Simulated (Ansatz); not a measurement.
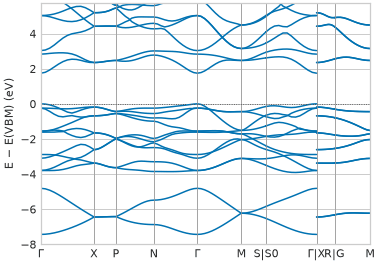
Band structure from PBEsol in the plane-wave PAW code Ansatz

### Question
Read off the gap and where the band edges lie.

### Answer
About 1.7 eV (1.74 eV by a search for the band edges); maximum at Γ, minimum at Γ.

The material is SnS2 in space group I-42d (No. 122; Sn on 4a, S on 8d).

The first step of the workflow began from a Materials Project structure, measured or hypothetical; the Crystallography Open Database copy checked does not list it. It is not the phase usual at ambient conditions (space group No. 164). Symmetry was held in the PBEsol relaxation; whether a distortion lowers the energy is not shown. Scalar-relativistic: spin–orbit coupling is off unless named, which matters more the heavier the elements.

Potentials: the later of the program's two PAW sets.
